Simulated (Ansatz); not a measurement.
# C₃H₁₀BN: up Jacob's ladder to CCSD(T), part 2 of 2

Ansatz 0.2.0, Gaussian basis; functionals in def2-TZVPP, the program's frozen cores in correlated methods. The steps go on from the part before.

## (17) ωB97M-V (range-separated)

The input, in.yaml:

```yaml
crystal:
  periodic: [false, false, false]
  atoms:
    - {symbol: C, position_ang: [-1.711878, 0.570833, 0.623965]}
    - {symbol: C, position_ang: [-0.400192, 1.044954, 0.002105]}
    - {symbol: B, position_ang: [0.618874, -0.108766, -0.365856]}
    - {symbol: C, position_ang: [0.884803, -1.313615, 0.616801]}
    - {symbol: N, position_ang: [1.305757, -0.047389, -1.582131]}
    - {symbol: H, position_ang: [-2.363909, 1.406945, 0.889777]}
    - {symbol: H, position_ang: [-1.534453, -0.008046, 1.533898]}
    - {symbol: H, position_ang: [-2.269385, -0.071850, -0.063478]}
    - {symbol: H, position_ang: [-0.609965, 1.676950, -0.869520]}
    - {symbol: H, position_ang: [0.110749, 1.702478, 0.720499]}
    - {symbol: H, position_ang: [1.710539, -1.961955, 0.311172]}
    - {symbol: H, position_ang: [-0.010768, -1.940046, 0.697803]}
    - {symbol: H, position_ang: [1.091690, -0.960794, 1.632624]}
    - {symbol: H, position_ang: [1.991176, -0.727610, -1.863383]}
    - {symbol: H, position_ang: [1.165260, 0.687112, -2.254874]}
basis:
  gaussian: {orbitals: def2-TZVPP}
hamiltonian: {xc: {name: wB97M-V}}
output: {forces: true, orbitals: {seedname: orbitals}}
```

The run is started by

```sh
> ansatz run in.yaml --threads 4 --pin off --events-out ev --progress --plain --max-ram 10444MiB
```

Standard output, shortened:

```text
Functional definition: wB97M-V
  name "wB97M-V"
  cite "Mardirossian & Head-Gordon, J. Chem. Phys. 144, 214110 (2016) doi:10.1063/1.4952647"
  cite "Becke, J. Chem. Phys. 107, 8554 (1997) doi:10.1063/1.475007"
  cite "Vydrov & Van Voorhis, J. Chem. Phys. 133, 244103 (2010) doi:10.1063/1.3521275"
  # Of w^i u^j: cxij and so on, Table III.
[...]
  gx(w, u) = 1 - cx + cx01*u + cx10*w
[...]
Atom 11 at    -0.010768    -1.940046     0.697803 Å, force     0.054411     0.042282    -0.008464 eV/Å
Atom 12 at     1.091690    -0.960794     1.632624 Å, force    -0.014230    -0.018284    -0.066894 eV/Å
Atom 13 at     1.991176    -0.727610    -1.863383 Å, force    -0.025227     0.023712     0.012954 eV/Å
Atom 14 at     1.165260     0.687112    -2.254874 Å, force     0.003464    -0.026689     0.022332 eV/Å
Dipole moment:     0.151435     0.020808    -0.235239 e Å
```

Wall time 13 s (4 threads of Arm Neoverse V1, shared host); peak memory 1.1 GiB.

With the free atoms at this level, -5380.304 eV in sum, the atomisation energy is 5901.7 kJ/mol. HOMO -10.33 eV, LUMO 2.12 eV.

## (18) B2PLYP (double hybrid)

in.yaml: that of step 17 with these lines changed.

```diff
@@ -20,3 +20,2 @@
   gaussian: {orbitals: def2-TZVPP}
-hamiltonian: {xc: {name: wB97M-V}}
-output: {forces: true, orbitals: {seedname: orbitals}}
+hamiltonian: {xc: {name: B2PLYP}}
```

Launched as before.

Standard output, shortened:

```text
Functional definition: B2PLYP
  name "B2PLYP"
  cite "Grimme, J. Chem. Phys. 124, 034108 (2006) doi:10.1063/1.2148954"
  cite "Becke, Phys. Rev. A 38, 3098 (1988) doi:10.1103/PhysRevA.38.3098"
  cite "Lee, Yang & Parr, Phys. Rev. B 37, 785 (1988) doi:10.1103/PhysRevB.37.785"
[...]
1703 factors; integrals over basis functions are off by at most 9.7e-4 eV
[...]
mean field -5431.85646879 eV, -199.6170433836 hartree, gradient 6.4e-6 eV, S^2 0.000000; 0 other end points of the search recorded, 0 dependent functions left out
5 core orbitals not correlated: weight in the atoms' cores, before any rotation towards them, 1.000 or more for the frozen orbitals, at most 0.000 for the correlated occupied ones
reference -5431.85666251 eV, -199.6170505024 hartree; 15, 15 occupied and 275, 275 virtual orbitals, 1703 factors
second order -27.89150227 eV of doubles, -0.00000000 eV of singles
Total energy: -5439.38736812 eV, -199.8937988292 hartree
```

Wall time 7 s (4 threads of Arm Neoverse V1, shared host); peak memory 0.87 GiB.

With the free atoms at this level, -5378.929 eV in sum, the atomisation energy is 5833.4 kJ/mol.

## (19) PBE-QIDH (double hybrid)

in.yaml: that of step 18 with these lines changed.

```diff
@@ -20,2 +20,2 @@
   gaussian: {orbitals: def2-TZVPP}
-hamiltonian: {xc: {name: B2PLYP}}
+hamiltonian: {xc: {name: PBE-QIDH}}
```

Launched as before.

Standard output, shortened:

```text
Functional definition: PBE-QIDH
  name "PBE-QIDH"
  cite "Brémond, Sancho-García, Pérez-Jiménez & Adamo, J. Chem. Phys. 141, 031101 (2014) doi:10.1063/1.4890314"
  cite "Perdew, Burke & Ernzerhof, Phys. Rev. Lett. 77, 3865 (1996) doi:10.1103/PhysRevLett.77.3865"
[...]
1703 factors; integrals over basis functions are off by at most 9.7e-4 eV
[...]
mean field -5428.35051789 eV, -199.4882020645 hartree, gradient 4.7e-6 eV, S^2 0.000000; 0 other end points of the search recorded, 0 dependent functions left out
5 core orbitals not correlated: weight in the atoms' cores, before any rotation towards them, 1.000 or more for the frozen orbitals, at most 0.000 for the correlated occupied ones
reference -5428.35053217 eV, -199.4882025890 hartree; 15, 15 occupied and 275, 275 virtual orbitals, 1703 factors
second order -25.97344424 eV of doubles, -0.00000000 eV of singles
Total energy: -5437.00834691 eV, -199.8063714125 hartree
```

Run time: 7 s. Hardware: 4 threads of Arm Neoverse V1, shared host; peak memory 0.87 GiB.

With the free atoms at this level, -5376.266 eV in sum, the atomisation energy is 5860.8 kJ/mol.

## (20) Orbital energies across the functionals

Dipoles come from the runs that computed forces. Levels are read from the orbital files that the runs wrote:

```csv
functional,HOMO (eV),LUMO (eV),gap (eV),dipole (D)
LDA (SPW92),-6.74,-0.17,6.58,
PBE-D4,-6.66,0.03,6.69,1.38
revPBE-D4,-6.60,0.11,6.71,
BLYP-D4,-6.55,0.05,6.60,
r2SCAN-D4,-6.92,0.51,7.43,1.33
B97M-V,-6.99,0.22,7.21,
PBE0-D4,-8.03,0.84,8.87,
B3LYP-D4,-7.81,0.52,8.32,1.34
r2SCANh-D4,-7.44,0.83,8.27,
r2SCAN0-D4,-8.21,1.27,9.48,
HSE06-D4,-7.62,0.48,8.10,
BHLYP-D4,-9.33,1.39,10.73,
CAM-B3LYP-D4,-9.47,1.56,11.03,
LC-ωPBE,-10.82,2.82,13.63,
ωB97X-V,-10.47,2.60,13.07,
ωB97M-V,-10.33,2.12,12.45,1.35
```

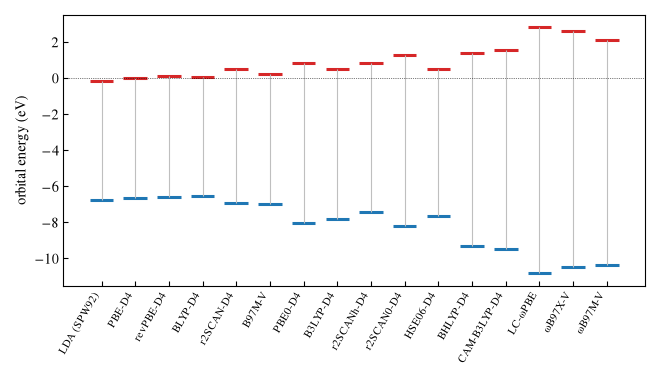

Highest occupied (blue) and lowest empty (red) level by functional.

## (21) CCSD(T) in def2-SVP

in.yaml: that of step 19 with these lines changed.

```diff
@@ -19,3 +19,3 @@
 basis:
-  gaussian: {orbitals: def2-TZVPP}
-hamiltonian: {xc: {name: PBE-QIDH}}
+  gaussian: {orbitals: def2-SVP}
+correlation: {method: ccsd_t}
```

Same command.

Standard output, shortened:

```text
Functional definition: HF
  name "HF"
  cite "Fock, Z. Phys. 61, 126 (1930) doi:10.1007/BF01340294"
  parent pbe
[...]
1243 factors; integrals over basis functions are off by at most 1.4e-3 eV
[...]
mean field -5400.98683320 eV, -198.4826051996 hartree, gradient 5.1e-6 eV, S^2 0.000000; 0 other end points of the search recorded, 0 dependent functions left out
5 core orbitals not correlated: weight in the atoms' cores, before any rotation towards them, 1.000 or more for the frozen orbitals, at most 0.000 for the correlated occupied ones
reference -5400.98683320 eV, -198.4826051996 hartree; 15, 15 occupied and 100, 100 virtual orbitals, 1243 factors
second order -18.85970270 eV of doubles, -0.00000000 eV of singles
cycle   1  -20.03748564 eV  change    -1.2e0 eV  update   8.7e-2
[...]
cycle   8  -20.61526565 eV  change    7.4e-6 eV  update   3.6e-5
perturbative correction -0.58729396 eV, -0.0215826549 hartree
Total energy: -5422.18939280 eV, -199.2617848936 hartree
```

Run time: 8.5 s. Hardware: 4 threads of Arm Neoverse V1, shared host; peak memory 0.74 GiB.

## (22) CCSD(T) in def2-TZVPP

in.yaml: that of step 21 with these lines changed.

```diff
@@ -19,3 +19,4 @@
 basis:
-  gaussian: {orbitals: def2-SVP}
+  gaussian: {orbitals: def2-TZVPP}
 correlation: {method: ccsd_t}
+output: {orbitals: {seedname: orbitals}}
```

The command is unchanged.

Standard output, shortened:

```text
Functional definition: HF
  name "HF"
  cite "Fock, Z. Phys. 61, 126 (1930) doi:10.1007/BF01340294"
  parent pbe
[...]
1703 factors; integrals over basis functions are off by at most 9.7e-4 eV
[...]
mean field -5406.96066878 eV, -198.7021396081 hartree, gradient 2.2e-6 eV, S^2 0.000000; 0 other end points of the search recorded, 0 dependent functions left out
5 core orbitals not correlated: weight in the atoms' cores, before any rotation towards them, 1.000 or more for the frozen orbitals, at most 0.000 for the correlated occupied ones
reference -5406.96066878 eV, -198.7021396081 hartree; 15, 15 occupied and 275, 275 virtual orbitals, 1703 factors
second order -23.14066033 eV of doubles, -0.00000000 eV of singles
cycle   1  -23.98056813 eV  change   -8.4e-1 eV  update   9.0e-2
[...]
cycle   9  -24.58969950 eV  change   -3.4e-6 eV  update   1.3e-5
perturbative correction -0.94100205 eV, -0.0345811875 hartree
Total energy: -5432.49137033 eV, -199.6403755849 hartree
```

Wall time 14 min (4 threads of Arm Neoverse V1, shared host); peak memory 3.7 GiB.

## (23) MP2 in def2-QZVPP

in.yaml: that of step 22 with these lines changed.

```diff
@@ -19,4 +19,3 @@
 basis:
-  gaussian: {orbitals: def2-TZVPP}
-correlation: {method: ccsd_t}
-output: {orbitals: {seedname: orbitals}}
+  gaussian: {orbitals: "def2-QZVPP.json"}
+correlation: {method: mp2}
```

Launched as before.

Standard output, shortened:

```text
Functional definition: HF
  name "HF"
  cite "Fock, Z. Phys. 61, 126 (1930) doi:10.1007/BF01340294"
  parent pbe
[...]
3452 factors; integrals over basis functions are off by at most 7.5e-4 eV
[...]
mean field -5407.22315454 eV, -198.7117857819 hartree, gradient 2.9e-6 eV, S^2 0.000000; 0 other end points of the search recorded, 0 dependent functions left out
5 core orbitals not correlated: weight in the atoms' cores, before any rotation towards them, 1.000 or more for the frozen orbitals, at most 0.000 for the correlated occupied ones
reference -5407.22315454 eV, -198.7117857819 hartree; 15, 15 occupied and 565, 565 virtual orbitals, 3452 factors
second order -24.62935337 eV of doubles, -0.00000000 eV of singles
Total energy: -5431.85250791 eV, -199.6168978238 hartree
```

It took 35 s on 4 threads of Arm Neoverse V1, shared host; peak memory 4.9 GiB.

Energy pieces by basis (eV):

| basis | HF | MP2 correlation | CCSD correlation | (T) | total |
| --- | --- | --- | --- | --- | --- |
| def2-SVP | -5400.9868 | -18.8597 | -20.6153 | -0.5873 | -5422.1894 |
| def2-TZVPP | -5406.9607 | -23.1407 | -24.5897 | -0.9410 | -5432.4914 |
| def2-QZVPP | -5407.2232 | -24.6294 |  |  | -5431.8525 (MP2) |

The report of the def2-TZVPP run gives T1 = 0.0102.

## (24) The basis-set limit

No new run: Hartree-Fock is extrapolated as exp(−7.88√X) and correlation as X^−2.97, with X = 3 and 4; only MP2 was run in the larger set, so CCSD(T) minus MP2 is added from the smaller one.

```csv
level,energy at the limit (eV)
HF,-5407.2593
MP2,-5432.9914
CCSD,-5434.4404
CCSD(T),-5435.3814
```

## (25) RPA on PBE orbitals

in.yaml: that of step 23 with these lines changed.

```diff
@@ -19,3 +19,4 @@
 basis:
-  gaussian: {orbitals: "def2-QZVPP.json"}
-correlation: {method: mp2}
+  gaussian: {orbitals: def2-TZVPP}
+hamiltonian: {xc: pbe}
+correlation: {method: rpa}
```

Launched as before.

Standard output, shortened:

```text
Functional definition: PBE
  name "PBE"
  cite "Perdew, Burke & Ernzerhof, Phys. Rev. Lett. 77, 3865 (1996) doi:10.1103/PhysRevLett.77.3865"
  parent pbe
[...]
1703 factors; integrals over basis functions are off by at most 9.7e-4 eV
[...]
mean field -5436.67658762 eV, -199.7941794832 hartree, gradient 3.3e-6 eV, S^2 0.000000; 0 other end points of the search recorded, 0 dependent functions left out
5 core orbitals not correlated: weight in the atoms' cores, before any rotation towards them, 1.000 or more for the frozen orbitals, at most 0.000 for the correlated occupied ones
reference -5405.73544039 eV, -198.6571132953 hartree; 15, 15 occupied and 275, 275 virtual orbitals, 1703 factors
Total energy: -5444.76928378 eV, -200.0915805817 hartree
```

Run time: 7 s. Hardware: 4 threads of Arm Neoverse V1, shared host; peak memory 0.85 GiB.

RPA correlation: -39.034 eV. No RPA run of the hydrogen atom was made, so RPA has no atomisation energy below.

## (26) All levels against the reference

Atomisation energy = energies of 3 C, 1 B, 1 N, 10 H (separate runs, same level) minus the molecule's; electronic only, no spin-orbit term.

Differences are taken before rounding.

```csv
method,rung,atomisation energy (kJ/mol),from CCSD(T)/CBS (kJ/mol),time
LDA (SPW92),LDA,6638.7,+773.7,1.7 s
PBE-D4,GGA,5979.7,+114.7,3.3 s
revPBE-D4,GGA,5854.3,-10.7,2.6 s
BLYP-D4,GGA,5869.8,+4.7,2.6 s
r2SCAN-D4,meta-GGA,5889.0,+24.0,5.5 s
B97M-V,meta-GGA,5894.4,+29.4,11 s
PBE0-D4,hybrid,5911.5,+46.5,3.3 s
B3LYP-D4,hybrid,5900.9,+35.9,6 s
r2SCANh-D4,hybrid,5867.5,+2.5,5.5 s
r2SCAN0-D4,hybrid,5836.9,-28.1,5.5 s
HSE06-D4,hybrid,5915.1,+50.1,3.6 s
BHLYP-D4,hybrid,5772.5,-92.5,3.5 s
CAM-B3LYP-D4,range-separated,5923.1,+58.1,3.9 s
LC-ωPBE,range-separated,5875.2,+10.2,3.1 s
ωB97X-V,range-separated,5885.9,+20.9,9 s
ωB97M-V,range-separated,5901.7,+36.7,13 s
B2PLYP,double hybrid,5833.4,-31.6,7 s
PBE-QIDH,double hybrid,5860.8,-4.3,7 s
HF/def2-TZVPP,wavefunction,4441.1,-1423.9,
MP2/def2-TZVPP,wavefunction,5789.8,-75.2,
CCSD/def2-TZVPP,wavefunction,5672.2,-192.8,
CCSD(T)/def2-SVP,wavefunction,5625.8,-239.2,8.5 s
CCSD(T)/def2-TZVPP,wavefunction,5737.6,-127.4,14 min
MP2/CBS,wavefunction,5917.2,+52.2,
CCSD(T)/CBS,wavefunction,5865.0,0,14 min
```

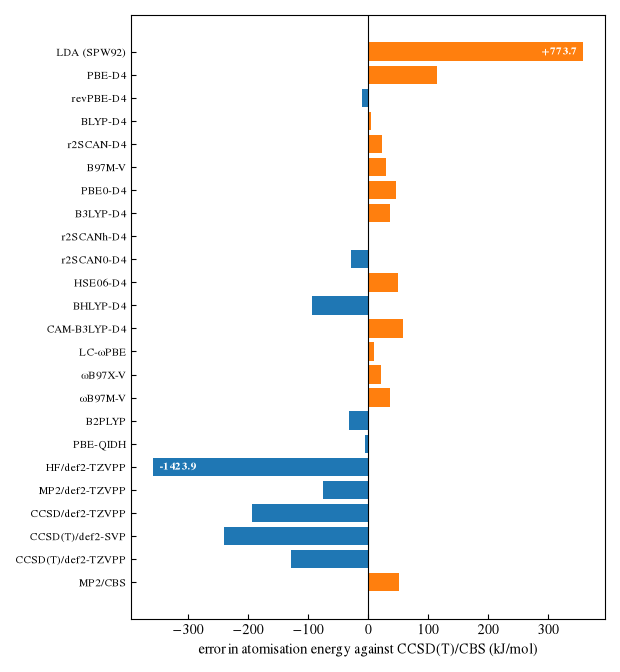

Error of each method against CCSD(T)/CBS. Bars with a number in them are cut short.

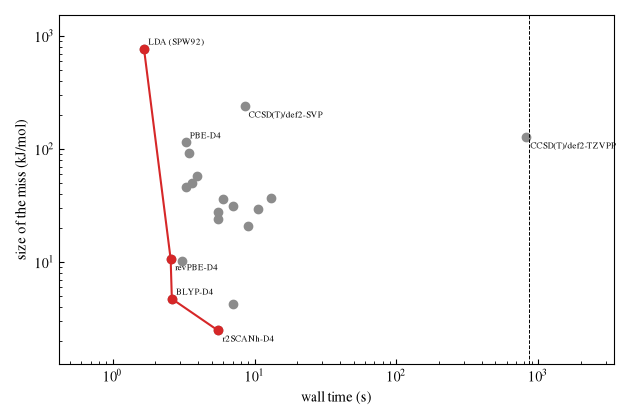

Miss against cost. Red marks the levels that no quicker level drawn beats (of those quicker than the yardstick), and the dashed line is the time of CCSD(T)/CBS. Only those levels and the largest misses are named. Times are from a shared host.

LDA (SPW92), LC-ωPBE, B2PLYP, PBE-QIDH carry no dispersion term (for B3LYP, D4 adds 40.2 kJ/mol).

Times are those of the molecule's run; HF, MP2 and CCSD come out of the CCSD(T) runs, and the limit's time is the sum of the runs that it needs.

## (27) What came out

This closing draws on all 2 parts.

```
                               quantity                                                                              value
        atomisation energy, CCSD(T)/CBS                                                                      5865.0 kJ/mol
 functionals within 29.3 kJ/mol (0.5 %)  revPBE-D4, BLYP-D4, r2SCAN-D4, r2SCANh-D4, r2SCAN0-D4, LC-ωPBE, ωB97X-V, PBE-QIDH
                    farthest beyond LDA                                                             PBE-D4 (+114.7 kJ/mol)
                mean size of error, GGA                                                                        43.4 kJ/mol
           mean size of error, meta-GGA                                                                        26.7 kJ/mol
             mean size of error, hybrid                                                                        42.6 kJ/mol
    mean size of error, range-separated                                                                        31.5 kJ/mol
      mean size of error, double hybrid                                                                        17.9 kJ/mol
              gap, smallest and largest                                          6.58 eV (LDA (SPW92)), 13.63 eV (LC-ωPBE)
                          T1 diagnostic                                                                             0.0102
triples share of the correlation energy                                                                              3.7 %
```

The LDA atomisation energy is off by 773.7 kJ/mol (13 %): it overbinds. PBE-D4 misses by +114.7 kJ/mol. Double hybrids carry the basis error of their MP2 part in triple zeta, and no dispersion term here, so their miss is partly the set-up's. The rungs double hybrid, meta-GGA miss on average by less than the doubt on the reference (29.3 kJ/mol), so they tie. Misses under about 29.3 kJ/mol are within the doubt on the reference itself, which lacks core-valence correlation, relativity and higher excitations. Hartree-Fock recovers 76 % of the binding; the rest is correlation. CCSD(T) in def2-SVP is off by -239.2 kJ/mol, so the small basis spoils what the method gains. The gap grows from 6.6 to 13.6 eV across the functionals, mostly with the share of exact exchange.

For cost: r2SCANh-D4 gets within 2.5 kJ/mol in 5.5 s, where CCSD(T)/CBS took 14 min; the quickest level in the cost chart, LDA (SPW92), takes 1.7 s and misses by 773.7 kJ/mol.
